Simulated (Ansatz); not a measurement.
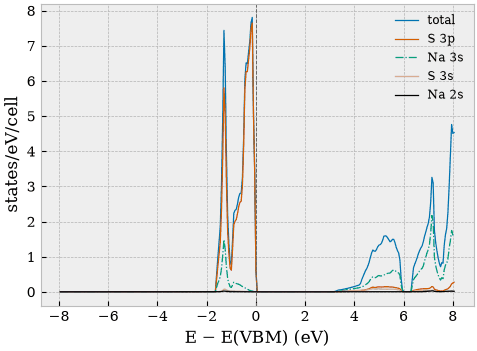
Total and projected density of states of Na2S (anti-fluorite, Fm-3m), plane-wave PAW r²SCAN (Ansatz code)

Q: Which orbitals carry the states next to the gap?

A: Top 1 eV of the valence band: S 3p 95 %. Bottom 1 eV of the conduction band: Na 3s 62 %, S 3s 23 %, S 3p 11 %. Projections are on Löwdin-orthogonalised atomic valence shells; empty p or d shells of many metals are not among them.

The cell was relaxed with r²SCAN under the symmetry of its start.

Potentials: the later of the program's two PAW sets.
